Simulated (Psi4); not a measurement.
# Run report: CH4Si, property calculation

The run: property calculation of CH4Si. Method and program: wB97M-V/cc-pVTZ, RKS (Psi4 1.11).

The geometry comes from this level: PBE0-D4/def2-TZVP.

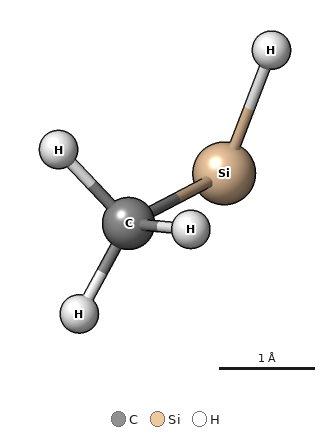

Figure 1. The input geometry (ball-and-stick view, seen at a tilt). Bond lengths as drawn: C–H 1.09 to 1.10 Å, C–Si 1.89 Å and H–Si 1.53 Å.

### Key numbers

| quantity | value |
| --- | --- |
| outcome | converged |
| total energy | −329.912126 hartree |
| basis functions | 120 |
| HOMO | −8.37 eV |
| LUMO | −0.49 eV |
| dipole moment | 0.99 D |
| hardware | 1 thread of Intel Xeon (Granite Rapids), 64 GiB of memory available, shared host |
| wall time | 35 s |
| peak memory | 1.1 GiB |

### Notes

Settings chosen away from the usual ones: scf_conv set to 0.001 (from 0.01). These settings are looser than, or depart from, a standard set-up, so the numbers are not reference values for this system.

### Input (job.dat)
```
memory 1.6 GB

molecule system {
  C     -0.17668939    -0.69163976    -0.69976558
  Si     1.73344577     0.39646454     2.12083963
  H     -2.18622415    -0.77497668    -0.19313001
  H      0.40629112    -2.52391821    -1.44186103
  H     -0.04535343     0.72187538    -2.21249135
  H      0.26871905     2.87238371     2.42640834
  units bohr
  symmetry c1
}

set puream true
set scf_type pk
set dft_radial_points 99
set dft_spherical_points 590
set d_convergence 0.001
set e_convergence 0.001

e, wfn = energy('wb97m-v/cc-pVTZ', return_wfn=True)
oeprop(wfn, 'DIPOLE', 'QUADRUPOLE', 'MULLIKEN_CHARGES', 'LOWDIN_CHARGES')
```

Command:
```bash
psi4 -n 1 job.dat job.out
```

### Output
```
Psi4 1.11 release

   => Loading Basis Set <=

    Name: CC-PVTZ
    Role: ORBITAL
    Keyword: BASIS

         ---------------------------------------------------------
                                   SCF
                              RKS Reference
                        1 Threads,   1525 MiB Core
         ---------------------------------------------------------

  ==> Geometry <==

    Molecular point group: c1
    Full point group: C1

    Geometry (in Bohr), charge = 0, multiplicity = 1:

       Center              X                  Y                   Z               Mass
    ------------   -----------------  -----------------  -----------------  -----------------
         C           -1.194850494774    -0.761850669592    -1.824673291881    12.000000000000
         SI           0.715284665226     0.326253630408     0.995931918119    27.976926534650
         H           -3.204385254774    -0.845187589592    -1.318037721881     1.007825032230
         H           -0.611869984774    -2.594129119592    -2.566768741881     1.007825032230
         H           -1.063514534774     0.651664470408    -3.337399061881     1.007825032230
         H           -0.749442054774     2.802172800408     1.301500628119     1.007825032230

  Running in c1 symmetry.

  Rotational constants: A =      3.11498  B =      0.41558  C =      0.39296 [cm^-1]
  Rotational constants: A =  93384.65130  B =  12458.69114  C =  11780.53203 [MHz]
  Nuclear repulsion =   48.603693730984361

  Charge       = 0
  Multiplicity = 1
  Electrons    = 24
  Nalpha       = 12
  Nbeta        = 12

  ==> Algorithm <==

  SCF Algorithm Type is PK.
  DIIS enabled.
  MOM disabled.
  Fractional occupation disabled.
  Guess Type is SAD.
  Energy threshold   = 1.00e-03
  Density threshold  = 1.00e-03
  Integral threshold = 1.00e-12

  ==> Primary Basis <==

  Basis Set: CC-PVTZ
    Blend: CC-PVTZ
    Number of shells: 46
    Number of basis functions: 120
    Number of Cartesian functions: 134
    Spherical Harmonics?: true
    Max angular momentum: 3

  ==> DFT Potential <==

   => LibXC <=

    Version 7.1.2

   => Composite Functional: WB97M-V <=

    wB97M-V Hyb-GGA Exchange-Correlation Functional

    Deriv               =              1
    GGA                 =           TRUE
    Meta                =           TRUE

    Exchange Hybrid     =           TRUE
    MP2 Hybrid          =          FALSE

   => Exchange-Correlation Functionals <=

    1.0000   wB97M-V exchange-correlation functional

   => Exact (HF) Exchange <=

    0.8500            HF,LR [omega = 0.3000]
    0.1500               HF

   => LibXC Density Thresholds  <==

    XC_HYB_MGGA_XC_WB97M_V:  1.00E-13

   => VV10 Non-Local Parameters <=

    VV10 B              =     6.0000E+00
    VV10 C              =     1.0000E-02

   => Molecular Quadrature <=

    Radial Scheme          =       TREUTLER
    Pruning Scheme         =           NONE
    Nuclear Scheme         =       TREUTLER

    Blocking Scheme        =         OCTREE
    BS radius alpha        =              1
    Pruning alpha          =              1
    Radial Points          =             99
    Spherical Points       =            590
    Total Points           =         334329
    Total Blocks           =           2441
    Max Points             =            256
    Max Functions          =            120
    Weights Tolerance      =       1.00E-15

  ==> Integral Setup <==

  Using in-core PK algorithm.
   Calculation information:
      Number of atoms:                   6
      Number of AO shells:              46
      Number of primitives:            118
      Number of atomic orbitals:       134
      Number of basis functions:       120

      Integral cutoff                 1.00e-12
      Number of threads:                 1

  Performing in-core PK
  Using 79072290 doubles for integral storage.
  We computed 579701 shell quartets total.
  Whereas there are 584821 unique shell quartets.

  Computing range-separated integrals for PK
  We computed 579701 wK shell quartets total.
  Whereas there are 584821 wK unique shell quartets.

  ==> DiskJK: Disk-Based J/K Matrices <==

    J tasked:                  Yes
    K tasked:                  Yes
    wK tasked:                 Yes
    Omega:               3.000E-01
    Memory [MiB]:             1029
    Schwarz Cutoff:          1E-12

  Cached 4.2% of DFT collocation blocks in 0.116 [GiB].

  Minimum eigenvalue in the overlap matrix is 1.7967208033E-03.
  Reciprocal condition number of the overlap matrix is 2.6552830812E-04.
    Using symmetric orthogonalization.

  ==> Pre-Iterations <==

  SCF Guess: Superposition of Atomic Densities via on-the-fly atomic UHF (no occupation information).

   -------------------------
    Irrep   Nso     Nmo
   -------------------------
     A        120     120
   -------------------------
    Total     120     120
   -------------------------

  ==> Iterations <==

                        Total Energy        Delta E     RMS |[F,P]|

   @RKS iter SAD:  -329.26438176169660   -3.29264e+02   0.00000e+00
   @RKS iter   1:  -329.77041999441639   -5.06038e-01   4.56227e-03 DIIS/ADIIS
   @RKS iter   2:  -329.82517581820071   -5.47558e-02   3.41547e-03 DIIS/ADIIS
   @RKS iter   3:  -329.91145374116411   -8.62779e-02   2.67834e-04 DIIS/ADIIS
   @RKS iter   4:  -329.91212556929946   -6.71828e-04   6.93197e-05 DIIS
  Energy and wave function converged.

  ==> Post-Iterations <==

   Electrons on quadrature grid:
      Ntotal   =   23.9999982588 ; deviation = -1.741e-06

    Orbital Energies [Eh]
    ---------------------

    Doubly Occupied:

       1A    -66.426811     2A    -10.325141     3A     -5.446759
       4A     -3.765948     5A     -3.758160     6A     -3.755410
       7A     -0.818179     8A     -0.580819     9A     -0.510408
      10A     -0.504679    11A     -0.403163    12A     -0.307578

    Virtual:

      13A     -0.017920    14A      0.085917    15A      0.137932
      16A      0.161136    17A      0.162532    18A      0.168106
      19A      0.267114    20A      0.279578    21A      0.296863
      22A      0.308143    23A      0.309406    24A      0.326819
      25A      0.348515    26A      0.381489    27A      0.400006
      28A      0.405202    29A      0.439318    30A      0.519622
      31A      0.526492    32A      0.540793    33A      0.575034
      34A      0.634689    35A      0.733757    36A      0.759421
      37A      0.765561    38A      0.858443    39A      0.905154
      40A      0.952369    41A      0.965331    42A      0.977721
      43A      1.001566    44A      1.012533    45A      1.058457
      46A      1.068264    47A      1.080954    48A      1.114953
      49A      1.176995    50A      1.220295    51A      1.273520
      52A      1.274983    53A      1.287065    54A      1.313414
      55A      1.316807    56A      1.371903    57A      1.382797
      58A      1.409389    59A      1.441675    60A      1.507099
      61A      1.516517    62A      1.560617    63A      1.630165
      64A      1.635949    65A      2.203054    66A      2.226246
      67A      2.282220    68A      2.336811    69A      2.342909
      70A      2.437036    71A      2.510396    72A      2.781503
      73A      2.791616    74A      2.824725    75A      2.864821
      76A      2.953803    77A      2.985001    78A      3.054587
      79A      3.076297    80A      3.083822    81A      3.133446
      82A      3.146434    83A      3.339064    84A      3.350342
      85A      3.379924    86A      3.404302    87A      3.485273
      88A      3.496331    89A      3.500101    90A      3.501136
      91A      3.553892    92A      3.590567    93A      3.604751
      94A      3.766240    95A      3.799352    96A      3.800746
      97A      3.904258    98A      3.932449    99A      3.957711
     100A      4.023179   101A      4.026736   102A      4.077602
     103A      4.131577   104A      4.164372   105A      4.185462
     106A      4.305996   107A      4.528453   108A      4.681757
     109A      4.709533   110A      4.777994   111A      4.941805
     112A      5.048167   113A      5.086995   114A      5.107654
     115A      5.188489   116A      5.252807   117A      5.291628
     118A      5.831736   119A      5.845114   120A     12.494719

    Final Occupation by Irrep:
              A
    DOCC [    12 ]
    NA   [    12 ]
    NB   [    12 ]

  @RKS Final Energy:  -329.91212556929946

   => Energetics <=

    Nuclear Repulsion Energy =             48.6036937309843609
    One-Electron Energy =                -550.9953817177396331
    Two-Electron Energy =                 192.9693594379472472
    DFT Exchange-Correlation Energy =     -20.5886879207446007
    Empirical Dispersion Energy =           0.0000000000000000
    VV10 Nonlocal Energy =                  0.0988909002531837
    Total Energy =                       -329.9121255692994623

Computation Completed

Properties will be evaluated at   0.000000,   0.000000,   0.000000 [a0]

Properties computed using the SCF density matrix

 Multipole Moments:

 ------------------------------------------------------------------------------------
     Multipole            Electronic (a.u.)      Nuclear  (a.u.)        Total (a.u.)
 ------------------------------------------------------------------------------------

 L = 1.  Multiply by 2.5417464519 to convert [e a0] to [Debye]
 Dipole X            :          2.5549414           -2.7843295           -0.2293881
 Dipole Y            :         -0.0958229            0.0109674           -0.0848556
 Dipole Z            :          2.6210697           -2.9256978           -0.3046281
 Magnitude           :                                                    0.3906631

 ------------------------------------------------------------------------------------

	total time  =         34 seconds =       0.57 minutes

Properties will be evaluated at   0.000000,   0.000000,   0.000000 [a0]
OEProp: No title given, name of density matrix used for the following properties is 'SCF density'

 Multipole Moments:

 ------------------------------------------------------------------------------------
     Multipole            Electronic (a.u.)      Nuclear  (a.u.)        Total (a.u.)
 ------------------------------------------------------------------------------------

 L = 1.  Multiply by 2.5417464519 to convert [e a0] to [Debye]
 Dipole X            :          2.5549414           -2.7843295           -0.2293881
 Dipole Y            :         -0.0958229            0.0109674           -0.0848556
 Dipole Z            :          2.6210697           -2.9256978           -0.3046281
 Magnitude           :                                                    0.3906631

 L = 2.  Multiply by 1.3450342976 to convert [e a0^2] to [Debye ang]
 Quadrupole XX       :        -44.6774132           28.0640527          -16.6133606
 Quadrupole XY       :         -9.0451068           10.2313406            1.1862338
 Quadrupole XZ       :        -33.0069511           31.4225208           -1.5844303
 Quadrupole YY       :        -37.4366279           20.6933656          -16.7432622
 Quadrupole YZ       :        -22.7348636           22.1344250           -0.6004386
 Quadrupole ZZ       :        -71.3943500           55.0205827          -16.3737673
 Traceless XX        :          6.4920505           -6.5286143           -0.0365639
 Traceless YY        :         13.7328358          -13.8993014           -0.1664655
 Traceless ZZ        :        -20.2248863           20.4279157            0.2030294

 ------------------------------------------------------------------------------------
  Mulliken Charges: (a.u.)
   Center  Symbol    Alpha    Beta     Spin     Total
       1     C     3.21417  3.21417  0.00000 -0.42834
       2    SI     6.93272  6.93272  0.00000  0.13457
       3     H     0.44315  0.44315  0.00000  0.11370
       4     H     0.44528  0.44528  0.00000  0.10944
       5     H     0.44327  0.44327  0.00000  0.11347
       6     H     0.52142  0.52142  0.00000 -0.04284

   Total alpha = 12.00000, Total beta = 12.00000, Total charge =  0.00000

  Lowdin Charges: (a.u.)
   Center  Symbol    Alpha    Beta     Spin     Total
       1     C     3.02387  3.02387  0.00000 -0.04775
       2    SI     6.85416  6.85416  0.00000  0.29169
       3     H     0.51318  0.51318  0.00000 -0.02636
       4     H     0.52120  0.52120  0.00000 -0.04240
       5     H     0.51303  0.51303  0.00000 -0.02606
       6     H     0.57456  0.57456  0.00000 -0.14912

  Total alpha = 12.00000, Total beta = 12.00000, Total charge =  0.00000

    Psi4 run time: 0:00:33.82
```

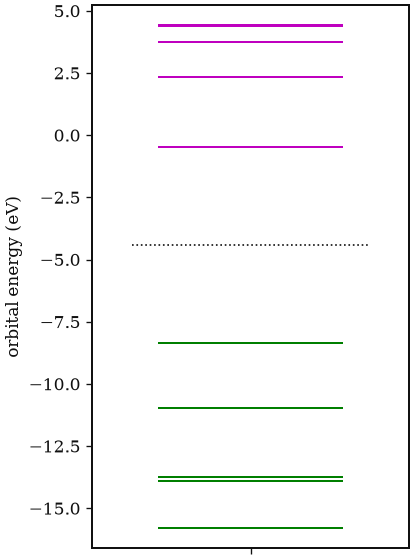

Figure 2. Orbital energies near the frontier; the dotted line parts filled from empty levels, and levels within 0.02 eV of each other stand side by side. Highest filled −8.37 eV, lowest empty −0.49 eV, 7.88 eV apart.
